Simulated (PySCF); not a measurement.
C₁₀H₆F₂S, SMILES c1cccc(F)c1-c1sccc1F at its GFN2-xTB optimised geometry (Å):

```
19

F      2.4264     0.3498     0.0010
C      1.5969    -0.7065     0.0004
C      2.1944    -1.9544     0.0003
C      1.4163    -3.0954    -0.0001
C      0.0362    -2.9712    -0.0005
C     -0.5477    -1.7223    -0.0005
C      0.2073    -0.5418     0.0000
C     -0.4852     0.7368     0.0000
S     -2.2335     0.7368     0.0000
C     -2.3155     2.4479     0.0000
C     -1.0847     3.0132     0.0000
C     -0.0574     2.0439     0.0000
F      1.2152     2.4505    -0.0001
H      3.2720    -2.0052     0.0007
H      1.8817    -4.0685    -0.0002
H     -0.5885    -3.8510    -0.0009
H     -1.6247    -1.6450    -0.0008
H     -3.2720     2.9303     0.0000
H     -0.8837     4.0685     0.0000
```

Computed with PBE0/def2-SVP run with PySCF 2.14.0. Cells within 0.4 Å of a nucleus heavier than hydrogen are left out (blank, or x).

Map of the Laplacian of the electron density (e/bohr⁵), clipped to [-1.50, 1.50] on the plane z = 0.0 Å:

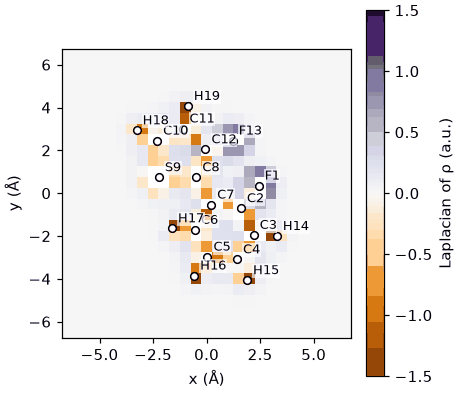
Figure. Laplacian of the electron density (e/bohr⁵), clipped to [-1.50, 1.50] on the plane z = 0.0 Å.
